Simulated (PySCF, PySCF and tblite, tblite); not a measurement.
# C₁₂H₁₂: telling isomers apart by computed NMR, part 2 of 3

PySCF and tblite. Atoms count from 0. The steps go on from the part before.

### 7 Shieldings, isomer B, conformer 1: PBE0/6-31G*

Job settings and geometry (Å):

```
{"job": {"xc": "PBE0", "basis": "6-31G*", "kind": "nmr", "pop": false}, "charge": 0, "multiplicity": 1}
C     -2.791326    -0.876185    -0.336797
C     -2.052508    -0.411718     0.920545
C     -0.863101     0.434967     0.559626
C     -0.979573     1.801836     0.589450
C      0.081185     2.641199     0.224330
C      1.270198     2.104616    -0.177037
C      1.441220     0.705917    -0.225925
C      2.664446     0.138467    -0.640793
C      2.831524    -1.215805    -0.689759
C      1.776073    -2.061775    -0.320767
C      0.578389    -1.542552     0.085062
C      0.365751    -0.147435     0.145337
H     -3.150041    -0.016619    -0.898706
H     -3.644498    -1.496147    -0.069957
H     -2.130682    -1.450441    -0.981974
H     -2.736629     0.177172     1.535128
H     -1.744838    -1.277732     1.508815
H     -1.912845     2.248559     0.903386
H     -0.053310     3.712465     0.263403
H      2.096559     2.739643    -0.463179
H      3.470379     0.802397    -0.920845
H      3.771287    -1.642592    -1.008677
H      1.916957    -3.132496    -0.358710
H     -0.216353    -2.215977     0.365602
```

Standard output:

```text
coarse grid: 20472 points
cycle   1  E = -463.9989112792  dE =  2.178e+00  |g| = 4.684e-01  |ddm| = 5.039e+00
cycle   2  E = -464.0114070219  dE = -1.250e-02  |g| = 4.344e-01  |ddm| = 1.099e+00
cycle   3  E = -464.0631286947  dE = -5.172e-02  |g| = 2.929e-02  |ddm| = 5.354e-01
cycle   4  E = -464.0632613316  dE = -1.326e-04  |g| = 1.795e-02  |ddm| = 5.011e-02
cycle   5  E = -464.0633377973  dE = -7.647e-05  |g| = 4.354e-03  |ddm| = 2.152e-02
cycle   6  E = -464.0633416981  dE = -3.901e-06  |g| = 1.930e-03  |ddm| = 6.010e-03
final grid: 198960 points
cycle   7  E = -463.9555315621  dE = -5.554e-05  |g| = 9.856e-03  |ddm| = 4.466e-02
cycle   8  E = -463.9555264945  dE =  5.068e-06  |g| = 1.094e-02  |ddm| = 2.298e-02
cycle   9  E = -463.9555572426  dE = -3.075e-05  |g| = 2.575e-03  |ddm| = 1.302e-02
cycle  10  E = -463.9555591479  dE = -1.905e-06  |g| = 3.596e-04  |ddm| = 3.437e-03
cycle  11  E = -463.9555591817  dE = -3.377e-08  |g| = 1.054e-04  |ddm| = 5.434e-04
cycle  12  E = -463.9555591843  dE = -2.593e-09  |g| = 4.110e-05  |ddm| = 1.557e-04
cycle  13  E = -463.9555591847  dE = -4.152e-10  |g| = 1.747e-05  |ddm| = 6.494e-05
converged SCF energy = -463.9555591847

GIAO shielding tensors (ppm)
atom      isotropic    diamagn.    paramagn.     s11        s22        s33       span
  0 C      177.279     248.473     -71.194    166.449    169.597    195.790     29.341
  1 C      166.251     249.825     -83.573    154.059    164.159    180.536     26.477
  2 C       61.853     255.176    -193.323    -20.886     27.248    179.196    200.082
  3 C       75.170     261.824    -186.654    -14.561     70.120    169.950    184.511
  4 C       75.842     258.623    -182.782    -19.069     62.511    184.082    203.151
  5 C       74.072     261.948    -187.876    -14.114     66.437    169.892    184.006
  6 C       69.807     253.381    -183.574      2.024      3.667    203.729    201.704
  7 C       71.888     261.243    -189.355    -17.927     63.256    170.335    188.262
  8 C       76.469     257.343    -180.874    -18.463     61.995    185.876    204.339
  9 C       76.161     258.052    -181.890    -19.419     63.009    184.894    204.312
 10 C       77.714     265.510    -187.796    -14.591     63.592    184.141    198.733
 11 C       72.712     255.054    -182.342      6.544     10.211    201.382    194.838
 12 H       31.182      30.933       0.249     26.295     30.620     36.632     10.337
 13 H       30.973      30.027       0.946     26.993     27.330     38.597     11.605
 14 H       30.844      31.602      -0.757     24.795     32.680     35.058     10.263
 15 H       29.485      31.802      -2.317     24.459     29.159     34.838     10.379
 16 H       28.852      32.892      -4.040     24.479     29.016     33.062      8.583
 17 H       24.854      31.942      -7.088     19.843     24.666     30.053     10.210
 18 H       24.822      28.325      -3.502     20.206     26.227     28.034      7.828
 19 H       24.624      29.763      -5.139     19.517     25.505     28.851      9.334
 20 H       24.473      29.338      -4.865     19.351     25.159     28.910      9.559
 21 H       24.756      26.811      -2.055     20.270     26.084     27.913      7.643
 22 H       24.694      29.129      -4.435     19.943     25.682     28.457      8.513
 23 H       24.204      35.123     -10.919     18.055     23.457     31.100     13.046
```

It took 32 s on 1 thread of Arm Neoverse V2, shared host; peak memory 1.1 GiB.

In short: HOMO -5.92 eV, LUMO -0.78 eV; dipole 0.28 D.

### 8 Shieldings, isomer B, conformer 2: PBE0/6-31G*

Job settings and geometry (Å):

```
{"job": {"xc": "PBE0", "basis": "6-31G*", "kind": "nmr", "pop": false}, "charge": 0, "multiplicity": 1}
C      3.384585    -0.106855     0.257148
C      1.988506    -0.711509     0.346787
C      0.851248     0.213550    -0.007964
C      1.061248     1.514743    -0.385147
C     -0.002444     2.369138    -0.712013
C     -1.288699     1.919918    -0.661911
C     -1.560783     0.589598    -0.280822
C     -2.885385     0.108591    -0.223846
C     -3.151630    -1.178551     0.146343
C     -2.095768    -2.039499     0.475050
C     -0.800827    -1.602339     0.428392
C     -0.485381    -0.278329     0.051061
H      3.602639     0.225946    -0.754995
H      4.122994    -0.857470     0.531805
H      3.490722     0.734865     0.937535
H      1.944479    -1.581206    -0.316179
H      1.832260    -1.072560     1.368140
H      2.061563     1.913385    -0.438908
H      0.212555     3.387368    -1.002921
H     -2.114966     2.570184    -0.911149
H     -3.689068     0.784513    -0.480660
H     -4.168855    -1.539676     0.188417
H     -2.312642    -3.056930     0.767152
H     -0.008086    -2.287112     0.686240
```

Standard output:

```text
coarse grid: 20472 points
cycle   1  E = -463.9973788427  dE =  2.181e+00  |g| = 4.703e-01  |ddm| = 5.047e+00
cycle   2  E = -464.0095188723  dE = -1.214e-02  |g| = 4.384e-01  |ddm| = 1.124e+00
cycle   3  E = -464.0618638674  dE = -5.234e-02  |g| = 3.882e-02  |ddm| = 5.570e-01
cycle   4  E = -464.0618979434  dE = -3.408e-05  |g| = 3.598e-02  |ddm| = 8.181e-02
cycle   5  E = -464.0622338526  dE = -3.359e-04  |g| = 8.585e-03  |ddm| = 4.833e-02
cycle   6  E = -464.0622533240  dE = -1.947e-05  |g| = 2.544e-03  |ddm| = 1.258e-02
cycle   7  E = -464.0622550117  dE = -1.688e-06  |g| = 5.556e-04  |ddm| = 2.974e-03
final grid: 198960 points
cycle   8  E = -463.9550533995  dE = -6.736e-05  |g| = 9.737e-03  |ddm| = 5.075e-02
cycle   9  E = -463.9550553208  dE = -1.921e-06  |g| = 9.604e-03  |ddm| = 2.285e-02
cycle  10  E = -463.9550802729  dE = -2.495e-05  |g| = 1.059e-03  |ddm| = 1.174e-02
cycle  11  E = -463.9550805270  dE = -2.540e-07  |g| = 4.253e-04  |ddm| = 1.614e-03
cycle  12  E = -463.9550805759  dE = -4.891e-08  |g| = 9.597e-05  |ddm| = 5.553e-04
cycle  13  E = -463.9550805781  dE = -2.249e-09  |g| = 3.576e-05  |ddm| = 1.461e-04
cycle  14  E = -463.9550805784  dE = -2.842e-10  |g| = 1.584e-05  |ddm| = 5.215e-05
converged SCF energy = -463.9550805784

GIAO shielding tensors (ppm)
atom      isotropic    diamagn.    paramagn.     s11        s22        s33       span
  0 C      183.565     246.651     -63.086    178.797    181.315    190.582     11.785
  1 C      170.412     251.518     -81.107    165.221    167.522    178.492     13.271
  2 C       64.438     254.475    -190.037    -17.083     31.655    178.741    195.824
  3 C       79.121     261.746    -182.625    -13.597     64.329    186.631    200.228
  4 C       75.994     259.070    -183.076    -19.956     63.873    184.065    204.021
  5 C       74.029     262.029    -188.000    -14.786     67.130    169.743    184.528
  6 C       70.257     253.607    -183.349      2.427      4.849    203.496    201.069
  7 C       72.144     261.247    -189.102    -17.547     63.720    170.261    187.808
  8 C       76.552     257.161    -180.609    -18.811     62.377    186.089    204.900
  9 C       76.281     257.885    -181.604    -18.993     62.915    184.920    203.912
 10 C       78.127     264.909    -186.782    -16.091     64.711    185.761    201.852
 11 C       71.341     255.043    -183.702      5.802      8.639    199.582    193.780
 12 H       30.824      30.170       0.654     26.480     29.362     36.629     10.149
 13 H       30.909      29.000       1.909     25.481     29.505     37.741     12.260
 14 H       30.825      30.171       0.653     26.481     29.359     36.634     10.152
 15 H       29.021      33.454      -4.432     21.838     31.196     34.030     12.192
 16 H       29.025      33.449      -4.425     21.849     31.195     34.029     12.180
 17 H       24.852      33.232      -8.381     18.875     24.228     31.451     12.576
 18 H       24.746      28.805      -4.058     19.928     26.043     28.268      8.340
 19 H       24.600      29.840      -5.240     19.460     25.444     28.896      9.436
 20 H       24.475      29.242      -4.766     19.273     25.182     28.970      9.697
 21 H       24.738      26.408      -1.670     20.211     26.040     27.962      7.752
 22 H       24.682      28.855      -4.173     19.857     25.755     28.435      8.578
 23 H       24.199      35.226     -11.027     17.538     23.775     31.285     13.746
```

Run time: 32 s. Hardware: 1 thread of Arm Neoverse V2, shared host.

This run: HOMO -5.93 eV, LUMO -0.76 eV; dipole 0.42 D.

### 9 The ensemble, isomer B: properties at PBE0/6-31G*

Job settings and geometry (Å):

```
{"job": {"study": "conf", "smiles": "CCc1cccc2ccccc12", "search": {"seed": 5063, "n_embed": 60, "ff_keep": 14, "window": 2.5, "nmax": 6, "temps": [250, 298.15, 350], "t_ref": 298.15, "order": 0.001}, "level": {"nmr": {"xc": "PBE0", "basis": "6-31G*"}}, "kind": "conf"}, "charge": 0, "multiplicity": 1}
C     -2.791326    -0.876185    -0.336797
C     -2.052508    -0.411718     0.920545
C     -0.863101     0.434967     0.559626
C     -0.979573     1.801836     0.589450
C      0.081185     2.641199     0.224330
C      1.270198     2.104616    -0.177037
C      1.441220     0.705917    -0.225925
C      2.664446     0.138467    -0.640793
C      2.831524    -1.215805    -0.689759
C      1.776073    -2.061775    -0.320767
C      0.578389    -1.542552     0.085062
C      0.365751    -0.147435     0.145337
H     -3.150041    -0.016619    -0.898706
H     -3.644498    -1.496147    -0.069957
H     -2.130682    -1.450441    -0.981974
H     -2.736629     0.177172     1.535128
H     -1.744838    -1.277732     1.508815
H     -1.912845     2.248559     0.903386
H     -0.053310     3.712465     0.263403
H      2.096559     2.739643    -0.463179
H      3.470379     0.802397    -0.920845
H      3.771287    -1.642592    -1.008677
H      1.916957    -3.132496    -0.358710
H     -0.216353    -2.215977     0.365602
```

Standard output:

```text
conformer  sym    E(xTB)   E(DFT)   G(298.15 K)  weight  dipole/D
    1     C1      0.000    0.000    0.000   0.8549    0.285
    2     Cs      1.156    0.528    1.051   0.1451    0.423

mean shielding (ppm) by class
class atoms           250 K   298.15 K      350 K
  0 C  0            178.059    178.191    178.307
  1 C  1            166.768    166.855    166.932
  2 C  2             62.174     62.228     62.276
  3 C  3              75.66     75.743     75.816
  4 C  4              75.86     75.864     75.866
  5 C  5             74.067     74.066     74.065
  6 C  6             69.863     69.872      69.88
  7 C  7              71.92     71.925      71.93
  8 C  8             76.479     76.481     76.483
  9 C  9             76.176     76.179     76.181
 10 C  10            77.765     77.774     77.782
 11 C  11            72.542     72.513     72.488
 12 H  12,13,14      30.982     30.979     30.976
 13 H  15,16         29.151     29.148     29.145
 14 H  17            24.854     24.854     24.854
 15 H  18            24.813     24.811      24.81
 16 H  19            24.621     24.621      24.62
 17 H  20            24.473     24.473     24.473
 18 H  21            24.754     24.753     24.753
 19 H  22            24.693     24.692     24.692
 20 H  23            24.203     24.203     24.203
```

It took 68 s on 1 thread of Arm Neoverse V2, shared host. This counts the runs that the step sums up.

The search (ETKDG and KDG, MMFF94s, GFN2-xTB) embedded 60 structures, kept 2 distinct ones after the force field and 2 after xTB; 2 were carried on (window 2.5 kcal/mol at the search's own energies). Energies: PBE0/6-31G* with D3(BJ).

The conformers at 298 K:

| no. | group | mirror pair | ΔE xTB | ΔE DFT | ΔG | weight (%) | μ (D) | C0–C1–C2–C3 (°) | A, B, C (GHz) |
| --- | --- | --- | --- | --- | --- | --- | --- | --- | --- |
| 1 | C1 | yes | 0.00 | 0.00 | 0.00 | 85.5 | 0.28 | 97 | 1.41, 0.93, 0.59 |
| 2 | Cs | no | 1.16 | 0.53 | 1.05 | 14.5 | 0.42 | 0 | 1.66, 0.80, 0.54 |

Energies in kcal/mol. ΔG holds xTB vibrations and rotation, symmetry numbers and mirror pairs.

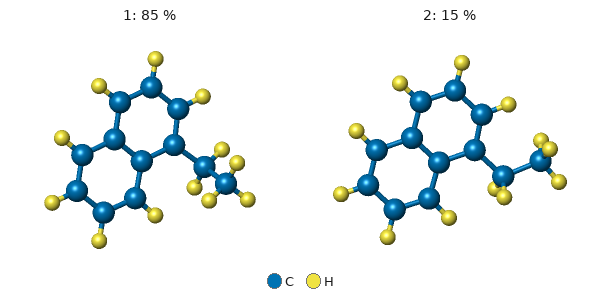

The conformers with their weights.

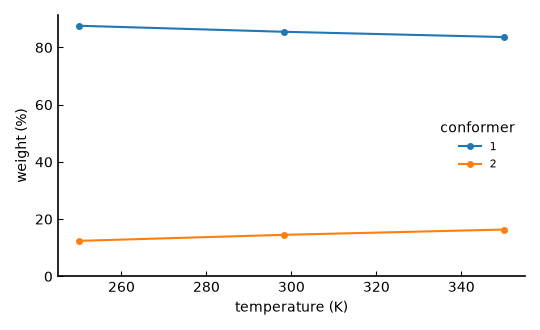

Weights against temperature.

How the weights hang on the way they are made:

| scheme | 1 | 2 | mean μ (D) |
| --- | --- | --- | --- |
| DFT free energy | 85 | 15 | 0.30 |
| DFT energy, symmetry counted | 83 | 17 | 0.31 |
| DFT energy alone | 71 | 29 | 0.33 |
| xTB energy, symmetry counted | 93 | 7 | 0.29 |
| xTB free energy | 94 | 6 | 0.29 |
| lowest conformer only | 100 | 0 | 0.28 |
| equal weights | 50 | 50 | 0.35 |
| conformers found from three starts alone | 100 | 0 | 0.28 |

Shifts against references run at the same level (1H TMS 32.41, 13C TMS 196.4 ppm of shielding), by class of atoms, at 298 K:

| atoms | environment | no. 1 | no. 2 | average |
| --- | --- | --- | --- | --- |
| C2 | substituted aromatic carbon | 134.5 | 131.9 | 134.2 |
| C6 | ring-fusion aromatic carbon | 126.6 | 126.1 | 126.5 |
| C7 | aromatic CH | 124.5 | 124.2 | 124.5 |
| C11 | ring-fusion aromatic carbon | 123.7 | 125.0 | 123.9 |
| C5 | aromatic CH | 122.3 | 122.4 | 122.3 |
| C3 | aromatic CH | 121.2 | 117.3 | 120.6 |
| C4 | aromatic CH | 120.5 | 120.4 | 120.5 |
| C9 | aromatic CH | 120.2 | 120.1 | 120.2 |
| C8 | aromatic CH | 119.9 | 119.8 | 119.9 |
| C10 | aromatic CH | 118.7 | 118.3 | 118.6 |
| C1 | sp3 CH2 on an aromatic ring | 30.1 | 26.0 | 29.5 |
| C0 | methyl carbon | 19.1 | 12.8 | 18.2 |
| H23 | hydrogen on an aromatic CH | 8.21 | 8.21 | 8.21 |
| H20 | hydrogen on an aromatic CH | 7.94 | 7.94 | 7.94 |
| H19 | hydrogen on an aromatic CH | 7.79 | 7.81 | 7.79 |
| H22 | hydrogen on an aromatic CH | 7.72 | 7.73 | 7.72 |
| H21 | hydrogen on an aromatic CH | 7.66 | 7.67 | 7.66 |
| H18 | hydrogen on an aromatic CH | 7.59 | 7.67 | 7.60 |
| H17 | hydrogen on an aromatic CH | 7.56 | 7.56 | 7.56 |
| H15, H16 | hydrogen on an sp3 CH2 on an aromatic ring | 3.24 | 3.39 | 3.26 |
| H12, H13, H14 | hydrogen on a methyl carbon | 1.41 | 1.56 | 1.43 |

Effective distances for nuclear Overhauser effects, ⟨r⁻⁶⟩^(−1/6) over all pairs of two classes (Å): H15···H23 2.36; H19···H20 2.42; H22···H23 2.43; H17···H18 2.45; H18···H19 2.47; H20···H21 2.47; H21···H22 2.47; H12···H15 2.60.

### 10 Shieldings, isomer A, conformer 1: OPBE/6-31G*

Job settings and geometry (Å):

```
{"job": {"xc": "OPBE", "basis": "6-31G*", "grid": 3, "scf": {"damp": 0.3}, "kind": "nmr", "pop": false}, "charge": 0, "multiplicity": 1}
C      3.479246     0.674499     0.541882
C      2.810777    -0.145816    -0.567293
C      1.344139    -0.328048    -0.270236
C      0.935255    -1.348373     0.617312
C     -0.385335    -1.513104     0.937105
C     -1.374331    -0.662084     0.389857
C     -2.746871    -0.803329     0.701093
C     -3.677120     0.040804     0.154134
C     -3.278117     1.062590    -0.728112
C     -1.956282     1.223614    -1.050023
C     -0.970886     0.368659    -0.501693
C      0.401628     0.511485    -0.811980
H      3.010160     1.655879     0.618538
H      3.378673     0.166363     1.501422
H      4.539123     0.807544     0.324909
H      2.938299     0.369593    -1.524046
H      3.301070    -1.121744    -0.638626
H      1.684079    -2.008102     1.043383
H     -0.690014    -2.301477     1.617723
H     -3.051627    -1.591743     1.381597
H     -4.728238    -0.071219     0.396660
H     -4.028494     1.721775    -1.150878
H     -1.647510     2.010810    -1.730121
H      0.700640     1.301187    -1.494293
```

Standard output:

```text
damping 0.30 in the first 6 cycles
final grid: 287112 points
cycle   1  E = -464.2126804014  dE =  1.562e+00  |g| = 6.043e-01  |ddm| = 5.003e+00
cycle   2  E = -464.2905055523  dE = -7.783e-02  |g| = 3.395e-01  |ddm| = 1.136e+00
cycle   3  E = -464.3097615879  dE = -1.926e-02  |g| = 2.132e-01  |ddm| = 6.891e-01
cycle   4  E = -464.3156940809  dE = -5.932e-03  |g| = 1.553e-01  |ddm| = 4.482e-01
cycle   5  E = -464.3165591310  dE = -8.651e-04  |g| = 1.426e-01  |ddm| = 3.558e-01
cycle   6  E = -464.2946814023  dE =  2.188e-02  |g| = 3.029e-01  |ddm| = 5.341e-01
cycle   7  E = -464.1554734222  dE =  1.392e-01  |g| = 7.340e-01  |ddm| = 1.225e+00
cycle   8  E = -464.3199548973  dE = -1.645e-01  |g| = 9.236e-02  |ddm| = 9.051e-01
cycle   9  E = -464.3222950827  dE = -2.340e-03  |g| = 1.929e-02  |ddm| = 1.237e-01
cycle  10  E = -464.3223383308  dE = -4.325e-05  |g| = 1.518e-02  |ddm| = 3.474e-02
cycle  11  E = -464.3224013892  dE = -6.306e-05  |g| = 4.287e-03  |ddm| = 2.036e-02
cycle  12  E = -464.3224070130  dE = -5.624e-06  |g| = 5.117e-04  |ddm| = 5.341e-03
cycle  13  E = -464.3224070765  dE = -6.349e-08  |g| = 2.035e-04  |ddm| = 7.793e-04
cycle  14  E = -464.3224070873  dE = -1.083e-08  |g| = 6.407e-05  |ddm| = 2.724e-04
cycle  15  E = -464.3224070884  dE = -1.047e-09  |g| = 1.889e-05  |ddm| = 8.792e-05
cycle  16  E = -464.3224070885  dE = -9.868e-11  |g| = 3.631e-06  |ddm| = 2.577e-05
converged SCF energy = -464.3224070885

GIAO shielding tensors (ppm)
atom      isotropic    diamagn.    paramagn.     s11        s22        s33       span
  0 C      174.353     247.875     -73.522    164.418    165.184    193.458     29.040
  1 C      161.393     248.419     -87.027    147.980    156.718    179.480     31.500
  2 C       65.833     254.436    -188.603    -10.135     27.552    180.082    190.216
  3 C       78.650     260.448    -181.798     -6.831     68.869    173.911    180.742
  4 C       76.454     261.272    -184.817     -5.499     66.529    168.333    173.832
  5 C       77.001     255.379    -178.379     11.299     18.420    201.283    189.984
  6 C       77.146     259.630    -182.485     -5.664     66.520    170.581    176.245
  7 C       80.462     255.150    -174.688     -7.350     65.857    182.879    190.229
  8 C       79.720     255.728    -176.008     -8.738     65.116    182.781    191.519
  9 C       77.501     261.173    -183.672     -4.935     67.311    170.127    175.061
 10 C       75.123     255.965    -180.842      9.274     16.932    199.164    189.890
 11 C       77.950     263.932    -185.982      0.689     74.155    159.006    158.317
 12 H       31.070      29.844       1.226     26.499     30.989     35.722      9.223
 13 H       30.958      29.812       1.146     26.041     30.939     35.893      9.852
 14 H       30.864      28.977       1.886     26.960     27.349     38.282     11.322
 15 H       29.416      31.152      -1.736     24.903     29.204     34.141      9.238
 16 H       29.348      30.925      -1.577     25.494     28.415     34.133      8.639
 17 H       24.795      31.890      -7.095     20.165     24.590     29.631      9.465
 18 H       24.514      31.414      -6.900     19.462     25.340     28.740      9.279
 19 H       24.511      30.085      -5.574     19.602     25.199     28.733      9.130
 20 H       24.771      26.127      -1.357     20.415     26.090     27.807      7.392
 21 H       24.741      27.110      -2.370     20.392     25.939     27.891      7.499
 22 H       24.533      32.194      -7.662     19.537     24.997     29.064      9.527
 23 H       24.658      34.563      -9.905     19.414     24.151     30.410     10.996
```

Wall time 73 s (1 thread of Arm Neoverse V2, shared host).

In short: HOMO -5.10 eV, LUMO -1.58 eV; dipole 0.50 D.

(Part 2 of 3 ends here.)
